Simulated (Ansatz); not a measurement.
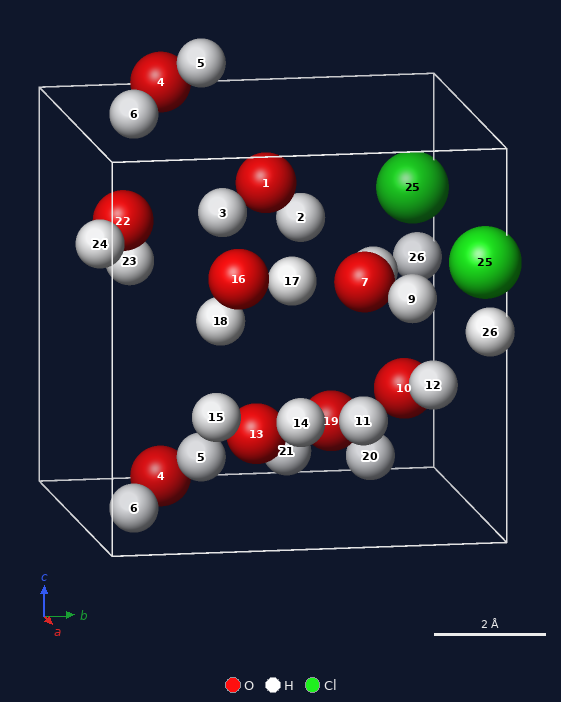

Figure 1. The structure as given in the input (spheres-only view of the cell of the calculation, seen slightly off an axis; atoms are numbered from 1 in the order of the input).

H₁₇ClO₈: geometry relaxation (part 1 of 2)

The run: geometry relaxation of H₁₇ClO₈ (disordered cell, 26 atoms in the cell). Method and program: DFT PBE, scalar-relativistic, plane waves, PAW, no spin polarisation (Ansatz 0.2.0).

The run did not end well. It belongs to a series of runs on one base structure; here: start relaxed. Figures and captions count atoms from 1; the log counts them from 0 in places.

Input file:
```yaml
crystal:
  lattice:
    - [7.232339, 0.0, 0.0]
    - [0.0, 7.232339, 0.0]
    - [0.0, 0.0, 7.232339]
  atoms:
    - { symbol: O, position: [0.3717558, 0.5060196, 0.8105895] }
    - { symbol: H, position: [0.3504967, 0.5977245, 0.7153362] }
    - { symbol: H, position: [0.3909229, 0.3923482, 0.7424252] }
    - { symbol: O, position: [0.0756813, 0.2935729, 0.0171523] }
    - { symbol: H, position: [0.1562953, 0.3815997, 0.077878] }
    - { symbol: H, position: [0.1598905, 0.2102785, -0.0453439] }
    - { symbol: O, position: [0.6021295, 0.7133066, 0.5952297] }
    - { symbol: H, position: [0.4761271, 0.7586112, 0.597647] }
    - { symbol: H, position: [0.674719, 0.8211427, 0.5630259] }
    - { symbol: O, position: [0.4135259, 0.8483996, 0.2845715] }
    - { symbol: H, position: [0.441804, 0.7399828, 0.2112156] }
    - { symbol: H, position: [0.5336223, 0.899861, 0.3139572] }
    - { symbol: O, position: [0.6143224, 0.4371934, 0.2223457] }
    - { symbol: H, position: [0.6972014, 0.5342793, 0.2628471] }
    - { symbol: H, position: [0.6652368, 0.3261467, 0.2772209] }
    - { symbol: O, position: [0.8455831, 0.3493052, 0.6617836] }
    - { symbol: H, position: [0.855238, 0.4826548, 0.6540633] }
    - { symbol: H, position: [0.7886251, 0.3141759, 0.5457807] }
    - { symbol: O, position: [0.0944671, 0.7224302, 0.1456155] }
    - { symbol: H, position: [0.099016, 0.8207651, 0.0548163] }
    - { symbol: H, position: [0.0883861, 0.6106773, 0.0720679] }
    - { symbol: O, position: [0.5276154, 0.115166, 0.7582191] }
    - { symbol: H, position: [0.4649529, 0.1431418, 0.643216] }
    - { symbol: H, position: [0.6303765, 0.0377169, 0.7211144] }
    - { symbol: Cl, position: [0.9747175, 0.9504527, 0.707758] }
    - { symbol: H, position: [0.9762452, 0.962438, 0.5311911] }
basis:
  ecutwfc: 420.0
kpoints:
  mp_grid: { grid: [1, 1, 1] }
hamiltonian:
  xc: pbe
scf:
  occupations: { method: fermi_dirac, width: 0.05 }
  lower_state_search: "off"
relax:
  f_tol: 0.3
  max_steps: 15
  adjacent_minimum: "off"
```

Machine: 1 thread of Intel Xeon @ 2.50GHz (Skylake/Cascade Lake), 189 GiB of memory available, shared host.

Command:
```bash
ansatz run input.yaml --threads 1 --pin off --max-ram 3072MiB --backend cpu --events-out ev --progress --plain --runs-dir out
```

Log:
```
Engine: ansatz 0.2.0, x86_64-unknown-linux-gnu
Pseudopotentials: kind: paw
Pseudopotential: O, paw, valence charge 6, recommended cutoff 420 eV (normal), O.paw.azcp
Pseudopotential: H, paw, valence charge 1, recommended cutoff 420 eV (normal), H.paw.azcp
Pseudopotential: Cl, paw, valence charge 7, recommended cutoff 420 eV (normal), Cl.paw.azcp
Functional definition: PBE
  parameter kappa = 0.804
  parameter beta = 0.06672455060314922
  exchange = pbe_x(kappa = kappa, mu = beta*pi^2/3)
  correlation = pbe_c(beta = beta)
Crystal: 26 atoms, lattice volume = 378.300 Å³
Basis set: ecut = 420 eV, 7441 PW (Γ), exchange–correlation on 100×100×100 points (8 copies of the dense FFT grid, shifted against one another)
Bands: 62, of which v1, the nominal top of the filled ones, is band 36 counted from 1 (35 counted from 0)
Symmetry: 1 space group operations
Space group: P1 (ITA 1), of the structure as read, at distance tolerance 7.2e-5 Å
k-points: 1
Non-local potential: O, projectors of the file, l = 0: 2, l = 1: 2, l = 2: 1
Non-local potential: H, projectors of the file, l = 0: 2, l = 1: 1
Non-local potential: Cl, projectors of the file, l = 0: 2, l = 1: 2, l = 2: 2
PAW form: soft (Blöchl's): semilocal exchange-correlation on the pseudo side does not see the compensation charge
PAW one-centre angular grid: O, 110 points (default); XC on 64 Gauss nodes
PAW one-centre angular grid: H, 110 points (default); XC on 64 Gauss nodes
PAW one-centre angular grid: Cl, 110 points (default); XC on 64 Gauss nodes
Initial density: superposition of atomic densities (neutral atoms: chi_scale 0, normalization atom), corrected by the library's trained network
Initial wavefunctions: pseudopotential atomic-orbital guess
Functional: x = pbe(κ = 0.804, μ = 0.2195149727645171), c = pbe(β = 0.06672455060314922)
SCF iter   1: F=—  HF=-5889.471013 eV  |F-HF|=—  |Δ(HF+E_count)|=         —  Δρ=2.78e-3  dr2=3.34e-2  ethr=1.77e-3  ⟨swp⟩=6.0  Hψ=298  notcnv=0  defer=12
preconditioner: auto → Resta (q_TF=auto, 2.069 Å⁻¹)  ε∞=2.0  [insulator: Δε(μ)=3.564 eV  Ē_g=16.006 eV  σ=0.050 eV  W_gap=1.00  n_scr=56 (ndim 8)  ℏωp=16.2 eV  f_vac=0.358  D(μ)=0.00/eV (n_scr^D=0)  ε∞_Penn≈2.0]
SCF iter   2: F=—  HF=-5889.455917 eV  |F-HF|=—  |Δ(HF+E_count)|=   1.51e-2  Δρ=1.37e-3  dr2=7.76e-3  ethr=4.63e-5  ⟨swp⟩=2.0  Hψ=101  notcnv=0  defer=19
SCF iter   3: F=—  HF=-5889.453412 eV  |F-HF|=—  |Δ(HF+E_count)|=   2.51e-3  Δρ=6.78e-4  dr2=1.96e-3  ethr=1.08e-5  ⟨swp⟩=2.0  Hψ=80  notcnv=0  defer=19
SCF iter   4: F=—  HF=-5889.453017 eV  |F-HF|=—  |Δ(HF+E_count)|=   3.94e-4  Δρ=1.86e-4  dr2=1.35e-4  ethr=2.73e-6  ⟨swp⟩=2.0  Hψ=76  notcnv=0  defer=19
iter 5 did not close the SCF: its close was put off for the readings that it lacked (scf_convergence_deferred on its scf_iter line)
SCF iter   5: F=-5889.453014 eV  HF=-5889.453021 eV  |F-HF|=7.52e-6  |Δ(HF+E_count)|=   4.12e-6  Δρ=6.50e-5  dr2=1.57e-5  ethr=1.87e-7  ⟨swp⟩=2.0  Hψ=66  notcnv=0  defer=19
SCF iter   6: F=-5889.453018 eV  HF=-5889.453019 eV  |F-HF|=9.92e-7  |Δ(HF+E_count)|=   2.77e-6  Δρ=2.30e-5  dr2=1.59e-6  ethr=2.18e-8  ⟨swp⟩=2.0  Hψ=177  notcnv=0
SCF 1 converged in 6 iterations: F = -5889.453018 eV  dr2 = 1.59e-6
  greatest PAW one-centre occupation: 0.908 electrons in one spin orbital (limit 2), on the Cl atom at site 24 (counted from 0), in its partial waves of l = 0
relax step   1: F+E_penalty+E_count = -5889.45301769 eV  Δ(F+E_penalty+E_count) = +0.000e0 eV  max|allowed force component| = 6.202e-1 eV/Å  Δτ_max = 0.0000 Å  (6 SCF iters, dr2 threshold 1.00e-4 eV, accepted)
Initial density: handed on by an earlier stage of this run
Initial wavefunctions: those handed on with the density
iter 1 solved again at ethr=1.57e-3 eV; its pass at ethr=3.10e-3 eV (dr2=1.13e0 eV) is discarded
SCF iter   1: F=—  HF=-5890.298568 eV  |F-HF|=—  |Δ(HF+E_count)|=         —  Δρ=3.07e-2  dr2=1.13e0  ethr=1.57e-3  ⟨swp⟩=1.0  Hψ=302  notcnv=0  defer=19
preconditioner: auto → Resta (q_TF=auto, 2.069 Å⁻¹)  ε∞=2.1  [insulator: Δε(μ)=3.525 eV  Ē_g=15.746 eV  σ=0.050 eV  W_gap=1.00  n_scr=56 (ndim 8)  ℏωp=16.2 eV  f_vac=0.349  D(μ)=0.00/eV (n_scr^D=0)  ε∞_Penn≈2.1]
SCF iter   2: F=—  HF=-5890.169885 eV  |F-HF|=—  |Δ(HF+E_count)|=   1.29e-1  Δρ=1.48e-2  dr2=2.38e-1  ethr=1.57e-3  ⟨swp⟩=2.0  Hψ=68  notcnv=0  defer=19
SCF iter   3: F=—  HF=-5890.188556 eV  |F-HF|=—  |Δ(HF+E_count)|=   1.87e-2  Δρ=4.65e-3  dr2=5.42e-2  ethr=3.31e-4  ⟨swp⟩=2.0  Hψ=80  notcnv=0  defer=19
SCF iter   4: F=—  HF=-5890.176862 eV  |F-HF|=—  |Δ(HF+E_count)|=   1.17e-2  Δρ=9.16e-4  dr2=1.99e-3  ethr=7.53e-5  ⟨swp⟩=2.0  Hψ=109  notcnv=0  defer=19
SCF iter   5: F=—  HF=-5890.177445 eV  |F-HF|=—  |Δ(HF+E_count)|=   5.84e-4  Δρ=2.22e-4  dr2=1.73e-4  ethr=2.76e-6  ⟨swp⟩=2.0  Hψ=77  notcnv=0  defer=19
SCF iter   6: F=—  HF=-5890.177462 eV  |F-HF|=—  |Δ(HF+E_count)|=   1.63e-5  Δρ=1.28e-4  dr2=5.05e-5  ethr=2.41e-7  ⟨swp⟩=2.0  Hψ=79  notcnv=0  defer=19
SCF iter   7: F=—  HF=-5890.177381 eV  |F-HF|=—  |Δ(HF+E_count)|=   8.11e-5  Δρ=4.20e-5  dr2=5.55e-6  ethr=7.01e-8  ⟨swp⟩=2.0  Hψ=79  notcnv=0  defer=19
SCF iter   8: F=—  HF=-5890.177380 eV  |F-HF|=—  |Δ(HF+E_count)|=   5.81e-7  Δρ=8.00e-6  dr2=2.73e-7  ethr=7.70e-9  ⟨swp⟩=2.0  Hψ=78  notcnv=0  defer=19
SCF iter   9: F=-5890.177380 eV  HF=-5890.177380 eV  |F-HF|=1.12e-8  |Δ(HF+E_count)|=   1.65e-8  Δρ=2.93e-6  dr2=3.07e-8  ethr=1.39e-10  ⟨swp⟩=5.0  Hψ=175  notcnv=0
SCF 2 converged in 9 iterations: F = -5890.177380 eV  dr2 = 3.07e-8
relax step   2: F+E_penalty+E_count = -5890.17737999 eV  Δ(F+E_penalty+E_count) = -7.244e-1 eV  max|allowed force component| = 1.587e0 eV/Å  Δτ_max = 0.1949 Å  (9 SCF iters, accepted)
iter 1 solved again at ethr=9.14e-4 eV; its pass at ethr=3.10e-3 eV (dr2=6.58e-1 eV) is discarded
SCF iter   1: F=—  HF=-5890.752477 eV  |F-HF|=—  |Δ(HF+E_count)|=         —  Δρ=2.38e-2  dr2=6.61e-1  ethr=9.14e-4  ⟨swp⟩=1.0  Hψ=280  notcnv=0  defer=18
preconditioner: auto → Resta (q_TF=auto, 2.069 Å⁻¹)  ε∞=2.0  [insulator: Δε(μ)=3.783 eV  Ē_g=15.863 eV  σ=0.050 eV  W_gap=1.00  n_scr=56 (ndim 8)  ℏωp=16.2 eV  f_vac=0.344  D(μ)=0.00/eV (n_scr^D=0)  ε∞_Penn≈2.0]
SCF iter   2: F=—  HF=-5890.709636 eV  |F-HF|=—  |Δ(HF+E_count)|=   4.28e-2  Δρ=1.17e-2  dr2=1.51e-1  ethr=9.14e-4  ⟨swp⟩=2.0  Hψ=69  notcnv=0  defer=18
SCF iter   3: F=—  HF=-5890.729647 eV  |F-HF|=—  |Δ(HF+E_count)|=   2.00e-2  Δρ=3.44e-3  dr2=3.15e-2  ethr=2.10e-4  ⟨swp⟩=2.0  Hψ=84  notcnv=0  defer=18
SCF iter   4: F=—  HF=-5890.723159 eV  |F-HF|=—  |Δ(HF+E_count)|=   6.49e-3  Δρ=6.87e-4  dr2=1.63e-3  ethr=4.38e-5  ⟨swp⟩=2.0  Hψ=111  notcnv=0  defer=18
SCF iter   5: F=—  HF=-5890.723436 eV  |F-HF|=—  |Δ(HF+E_count)|=   2.77e-4  Δρ=1.92e-4  dr2=1.54e-4  ethr=2.26e-6  ⟨swp⟩=2.0  Hψ=73  notcnv=0  defer=18
[...]
relax step   3: F+E_penalty+E_count = -5890.72343766 eV  Δ(F+E_penalty+E_count) = -5.461e-1 eV  max|allowed force component| = 2.061e0 eV/Å  Δτ_max = 0.1957 Å  (7 SCF iters, dr2 threshold 1.00e-4 eV, accepted)
preconditioner: auto → Resta (q_TF=auto, 2.069 Å⁻¹)  ε∞=2.0  [insulator: Δε(μ)=3.852 eV  Ē_g=15.939 eV  σ=0.050 eV  W_gap=1.00  n_scr=56 (ndim 8)  ℏωp=16.2 eV  f_vac=0.345  D(μ)=0.00/eV (n_scr^D=0)  ε∞_Penn≈2.0]
  greatest PAW one-centre occupation: 0.907 electrons in one spin orbital (limit 2), on the Cl atom at site 24 (counted from 0), in its partial waves of l = 0
relax step   4: F+E_penalty+E_count = -5891.13546898 eV  Δ(F+E_penalty+E_count) = -4.120e-1 eV  max|allowed force component| = 1.549e0 eV/Å  Δτ_max = 0.2000 Å  (6 SCF iters, dr2 threshold 1.00e-4 eV, accepted)
preconditioner: auto → Resta (q_TF=auto, 2.069 Å⁻¹)  ε∞=2.0  [insulator: Δε(μ)=4.018 eV  Ē_g=16.011 eV  σ=0.050 eV  W_gap=1.00  n_scr=56 (ndim 8)  ℏωp=16.2 eV  f_vac=0.350  D(μ)=0.00/eV (n_scr^D=0)  ε∞_Penn≈2.0]
relax step   5: F+E_penalty+E_count = -5891.49586202 eV  Δ(F+E_penalty+E_count) = -3.604e-1 eV  max|allowed force component| = 1.752e0 eV/Å  Δτ_max = 0.1918 Å  (6 SCF iters, dr2 threshold 1.00e-4 eV, accepted)
preconditioner: auto → Resta (q_TF=auto, 2.069 Å⁻¹)  ε∞=2.0  [insulator: Δε(μ)=4.119 eV  Ē_g=16.074 eV  σ=0.050 eV  W_gap=1.00  n_scr=56 (ndim 8)  ℏωp=16.2 eV  f_vac=0.351  D(μ)=0.00/eV (n_scr^D=0)  ε∞_Penn≈2.0]
relax step   6: F+E_penalty+E_count = -5891.86708221 eV  Δ(F+E_penalty+E_count) = -3.712e-1 eV  max|allowed force component| = 9.588e-1 eV/Å  Δτ_max = 0.1966 Å  (6 SCF iters, dr2 threshold 1.00e-4 eV, accepted)
preconditioner: auto → Resta (q_TF=auto, 2.069 Å⁻¹)  ε∞=2.0  [insulator: Δε(μ)=4.196 eV  Ē_g=16.128 eV  σ=0.050 eV  W_gap=1.00  n_scr=56 (ndim 8)  ℏωp=16.2 eV  f_vac=0.355  D(μ)=0.00/eV (n_scr^D=0)  ε∞_Penn≈2.0]
relax step   7: F+E_penalty+E_count = -5892.13300302 eV  Δ(F+E_penalty+E_count) = -2.659e-1 eV  max|allowed force component| = 7.075e-1 eV/Å  Δτ_max = 0.2000 Å  (6 SCF iters, dr2 threshold 1.00e-4 eV, accepted)
preconditioner: auto → Resta (q_TF=auto, 2.069 Å⁻¹)  ε∞=2.0  [insulator: Δε(μ)=4.274 eV  Ē_g=16.162 eV  σ=0.050 eV  W_gap=1.00  n_scr=56 (ndim 8)  ℏωp=16.2 eV  f_vac=0.359  D(μ)=0.00/eV (n_scr^D=0)  ε∞_Penn≈2.0]
relax step   8: F+E_penalty+E_count = -5892.38003293 eV  Δ(F+E_penalty+E_count) = -2.470e-1 eV  max|allowed force component| = 1.022e0 eV/Å  Δτ_max = 0.1985 Å  (6 SCF iters, dr2 threshold 1.00e-4 eV, accepted)
preconditioner: auto → Resta (q_TF=auto, 2.069 Å⁻¹)  ε∞=2.0  [insulator: Δε(μ)=4.333 eV  Ē_g=16.210 eV  σ=0.050 eV  W_gap=1.00  n_scr=56 (ndim 8)  ℏωp=16.2 eV  f_vac=0.364  D(μ)=0.00/eV (n_scr^D=0)  ε∞_Penn≈2.0]
relax step   9: F+E_penalty+E_count = -5892.58467932 eV  Δ(F+E_penalty+E_count) = -2.046e-1 eV  max|allowed force component| = 1.205e0 eV/Å  Δτ_max = 0.1952 Å  (6 SCF iters, dr2 threshold 1.00e-4 eV, accepted)
preconditioner: auto → Resta (q_TF=auto, 2.069 Å⁻¹)  ε∞=2.0  [insulator: Δε(μ)=4.357 eV  Ē_g=16.280 eV  σ=0.050 eV  W_gap=1.00  n_scr=56 (ndim 8)  ℏωp=16.2 eV  f_vac=0.370  D(μ)=0.00/eV (n_scr^D=0)  ε∞_Penn≈2.0  vacuum switching on, ρ_ref=1.9e-2 e/Å³]
relax step  10: F+E_penalty+E_count = -5892.76270959 eV  Δ(F+E_penalty+E_count) = -1.780e-1 eV  max|allowed force component| = 1.023e0 eV/Å  Δτ_max = 0.2000 Å  (6 SCF iters, dr2 threshold 1.00e-4 eV, accepted)
preconditioner: auto → Resta (q_TF=auto, 2.069 Å⁻¹)  ε∞=2.0  [insulator: Δε(μ)=4.383 eV  Ē_g=16.350 eV  σ=0.050 eV  W_gap=1.00  n_scr=56 (ndim 8)  ℏωp=16.2 eV  f_vac=0.375  D(μ)=0.00/eV (n_scr^D=0)  ε∞_Penn≈2.0  vacuum switching on, ρ_ref=1.9e-2 e/Å³]
relax step  11: F+E_penalty+E_count = -5892.93257641 eV  Δ(F+E_penalty+E_count) = -1.699e-1 eV  max|allowed force component| = 1.676e0 eV/Å  Δτ_max = 0.1918 Å  (6 SCF iters, dr2 threshold 1.00e-4 eV, accepted)
preconditioner: auto → Resta (q_TF=auto, 2.069 Å⁻¹)  ε∞=2.0  [insulator: Δε(μ)=4.450 eV  Ē_g=16.361 eV  σ=0.050 eV  W_gap=1.00  n_scr=56 (ndim 8)  ℏωp=16.2 eV  f_vac=0.376  D(μ)=0.00/eV (n_scr^D=0)  ε∞_Penn≈2.0]
relax step  12: F+E_penalty+E_count = -5893.04417319 eV  Δ(F+E_penalty+E_count) = -1.116e-1 eV  max|allowed force component| = 1.146e0 eV/Å  Δτ_max = 0.2000 Å  (6 SCF iters, dr2 threshold 1.00e-4 eV, accepted)
preconditioner: auto → Resta (q_TF=auto, 2.069 Å⁻¹)  ε∞=2.0  [insulator: Δε(μ)=4.534 eV  Ē_g=16.415 eV  σ=0.050 eV  W_gap=1.00  n_scr=56 (ndim 8)  ℏωp=16.2 eV  f_vac=0.380  D(μ)=0.00/eV (n_scr^D=0)  ε∞_Penn≈2.0  vacuum switching on, ρ_ref=2.0e-2 e/Å³]
relax step  13: F+E_penalty+E_count = -5893.14093740 eV  Δ(F+E_penalty+E_count) = -9.676e-2 eV  max|allowed force component| = 4.770e-1 eV/Å  Δτ_max = 0.1925 Å  (5 SCF iters, dr2 threshold 1.00e-4 eV, accepted)
preconditioner: auto → Resta (q_TF=auto, 2.069 Å⁻¹)  ε∞=2.0  [insulator: Δε(μ)=4.603 eV  Ē_g=16.419 eV  σ=0.050 eV  W_gap=1.00  n_scr=56 (ndim 8)  ℏωp=16.2 eV  f_vac=0.384  D(μ)=0.00/eV (n_scr^D=0)  ε∞_Penn≈2.0]
relax step  14: F+E_penalty+E_count = -5893.19613560 eV  Δ(F+E_penalty+E_count) = -5.520e-2 eV  max|allowed force component| = 4.367e-1 eV/Å  Δτ_max = 0.2000 Å  (8 SCF iters, accepted)
preconditioner: auto → Resta (q_TF=auto, 2.069 Å⁻¹)  ε∞=2.0  [insulator: Δε(μ)=4.648 eV  Ē_g=16.432 eV  σ=0.050 eV  W_gap=1.00  n_scr=56 (ndim 8)  ℏωp=16.2 eV  f_vac=0.386  D(μ)=0.00/eV (n_scr^D=0)  ε∞_Penn≈2.0]
[...]
SCF iter   3: F=—  HF=-5893.253014 eV  |F-HF|=—  |Δ(HF+E_count)|=   1.49e-3  Δρ=7.49e-4  dr2=1.51e-3  ethr=4.00e-5  ⟨swp⟩=2.0  Hψ=79  notcnv=0  defer=18
SCF iter   4: F=—  HF=-5893.252819 eV  |F-HF|=—  |Δ(HF+E_count)|=   1.95e-4  Δρ=2.72e-4  dr2=2.34e-4  ethr=2.10e-6  ⟨swp⟩=2.0  Hψ=77  notcnv=0  defer=18
SCF iter   5: F=—  HF=-5893.252817 eV  |F-HF|=—  |Δ(HF+E_count)|=   1.44e-6  Δρ=9.22e-5  dr2=3.58e-5  ethr=3.25e-7  ⟨swp⟩=2.0  Hψ=76  notcnv=0  defer=18
SCF iter   6: F=—  HF=-5893.252758 eV  |F-HF|=—  |Δ(HF+E_count)|=   5.94e-5  Δρ=2.06e-5  dr2=2.48e-6  ethr=4.97e-8  ⟨swp⟩=2.0  Hψ=66  notcnv=0  defer=18
SCF iter   7: F=—  HF=-5893.252759 eV  |F-HF|=—  |Δ(HF+E_count)|=   5.01e-7  Δρ=1.23e-5  dr2=4.62e-7  ethr=3.45e-9  ⟨swp⟩=2.0  Hψ=72  notcnv=0  defer=18
SCF iter   8: F=-5893.252758 eV  HF=-5893.252758 eV  |F-HF|=5.19e-8  |Δ(HF+E_count)|=   8.05e-8  Δρ=4.81e-6  dr2=6.67e-8  ethr=1.39e-10  ⟨swp⟩=5.0  Hψ=190  notcnv=0
SCF 15 converged in 8 iterations: F = -5893.252758 eV  dr2 = 6.67e-8
relax step  15: F+E_penalty+E_count = -5893.25275839 eV  Δ(F+E_penalty+E_count) = -5.662e-2 eV  max|allowed force component| = 7.473e-1 eV/Å  Δτ_max = 0.1951 Å  (8 SCF iters, accepted)
```
